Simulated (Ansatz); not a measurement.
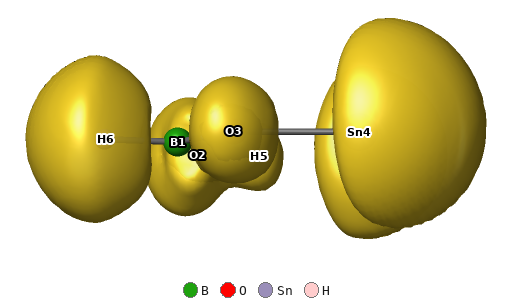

Figure. BH₃O₂Sn (SMILES OB[O][SnH]). Isosurface of the ELF at 0.75 (yellow), seen from one side. Only the valence region is drawn (cores and ρ < 0.01 e/Å³ removed).

Geometry: PBE-D3(BJ)/def2-SVP; core potentials replace the inner electrons of Sn.

These are results of isolated molecule in a Gaussian basis; Kohn-Sham density functional theory, functional PBE0 in Ansatz 0.2.0, not measurements.

| atom | x (Å) | y (Å) | z (Å) |
| --- | --- | --- | --- |
| B | 0.3165 | -0.9501 | -1.5249 |
| O | 0.4429 | -2.2624 | -1.1770 |
| O | -0.8560 | -0.2206 | -1.4378 |
| Sn | -2.7062 | -0.8022 | -0.7990 |
| H | -0.4162 | -2.6248 | -0.8537 |
| H | 1.3144 | -0.3865 | -1.9420 |
| H | -2.1664 | -2.5275 | -0.4376 |

### Describe the localisation domains.

At this value the surface marks out two regions around hydrogen nuclei, one region on O in which the atom's valence shell and bonds are merged, one lobe on Sn, pointing away from the bonds (lone pairs) and one joined region spread over several atoms (H, O), in which their bonds and any lone pairs are merged.

Values along the shortest contacts:
B–O (1.36 Å): the ELF peaks at about 0.90 between the atoms; a short, strongly polar bond. Sn–O (2.04 Å): the ELF peaks at about 0.85 in the valence shell of O, 0.6 Å from its nucleus, and drops to about 0.15 between the two atoms.
